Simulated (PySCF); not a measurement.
Consider C₃H₇Cl₂NSi₂ (SMILES N#C[SiH2][SiH2]CC(Cl)Cl).

Input file:

```
{"job": {"kind": "nmr", "xc": "PBE0", "basis": "pcSseg-1"}, "charge": 0, "multiplicity": 1}
N      2.243173     1.245315    -2.131488
C      2.069206     1.169334    -1.001464
Si     1.748522     0.969413     0.829364
Si     0.232764    -0.769544     1.080841
C     -0.779048    -1.042821    -0.527248
C     -1.927803    -0.081602    -0.624972
Cl    -1.361077     1.599083    -0.447706
Cl    -2.784095    -0.227511    -2.190128
H      1.326518     2.295429     1.284743
H      3.079090     0.681557     1.381839
H     -0.737401    -0.549883     2.161386
H      0.877445    -2.062367     1.352008
H     -1.184045    -2.054533    -0.566618
H     -0.132746    -0.922294    -1.398103
H     -2.674916    -0.241588     0.153793
```

Run with:

```sh
OMP_NUM_THREADS=1 python probes_run.py task.json out
```

Geometry: GFN2-xTB.

Level of theory: PySCF 2.14.0, PBE0/pcSseg-1, SCF density, gas phase, non-relativistic.

**Predict the electron density and electron localisation function between the atoms.**

C–N (1.15 Å): ρ is about 3.6 e/Å³ halfway; the ELF peaks at about 0.85 between the atoms (a short, multiple covalent bond).
C–Si (1.87 Å): the density is about 0.88 e/Å³ at the midpoint; the ELF peaks at about 1 between the atoms, as expected for a covalent bond.

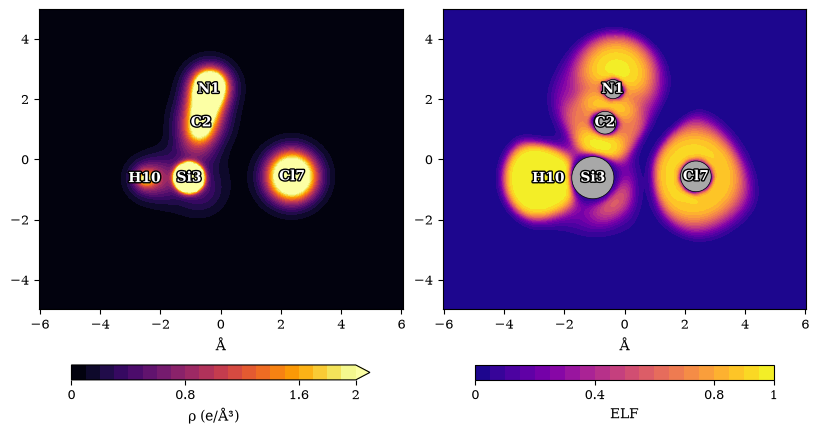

Computed electron density and electron localisation function on the plane of atoms C2, Si3 and H10, in this order. Grey discs cover the atomic cores in the ELF map. 
